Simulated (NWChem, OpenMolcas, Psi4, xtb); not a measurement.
# C2H3ClSi (SMILES ClC1=C[SiH2]1): methods side by side

C2H3ClSi has 7 atoms, charge 0, and is taken as a singlet. SMILES: `ClC1=C[SiH2]1`. Geometry: relaxed at PBE0-D4/def2-TZVP.

Quantity: the vertical energy of the triplet above the singlet, in eV. The values are calculated.

```
                                   level                    kind     program  value (eV)  less CCSD(T)/def2-SVP  CPU time (all runs)
                                GFN0-xTB          semi-empirical         xtb        3.28                  -2.43            under 2 s
                             HF/def2-SVP            Hartree–Fock      NWChem        4.00                  -1.71                 77 s
                          SVWN5/def2-SVP                     LDA  OpenMolcas        4.80                  -0.91                 63 s
                           BLYP/def2-SVP                     GGA        Psi4        4.67                  -1.04                 28 s
                            PBE/def2-SVP                     GGA        Psi4        4.64                  -1.07                 28 s
                          M06-L/def2-SVP                meta-GGA        Psi4        4.70                  -1.01                 52 s
                          BHLYP/def2-SVP           global hybrid  OpenMolcas        4.59                  -1.12                 80 s
                          HSE06/def2-SVP  range-separated hybrid        Psi4        4.59                  -1.12                 62 s
                            MP2/def2-SVP     perturbation theory      NWChem        5.27                  -0.44                 77 s
CCSD(T)/def2-SVP, open shells restricted   coupled cluster or CI  OpenMolcas        5.71                   0.00              1.7 min
```

CCSD(T)/def2-SVP, open shells restricted is the highest level here, not the true value. The values span 3.28 to 5.71 eV. GFN0-xTB: no spin polarisation, so open shells miss the exchange term that lowers them. The upper state's dipole differs much between rows, so they may not all be the same state. Times are those of the runs behind each value, whatever else they computed, on shared processors of several kinds: orders of magnitude only.

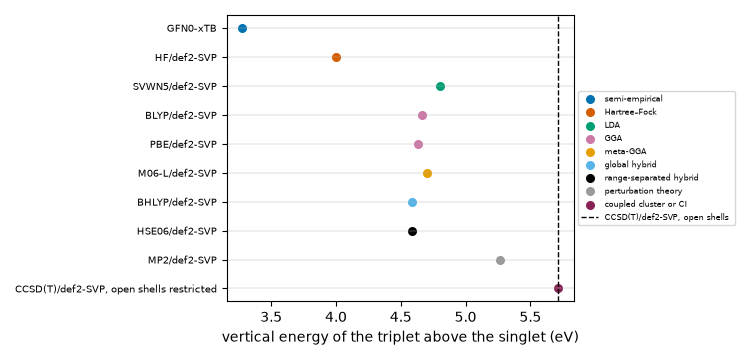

The values of the table, level by level.
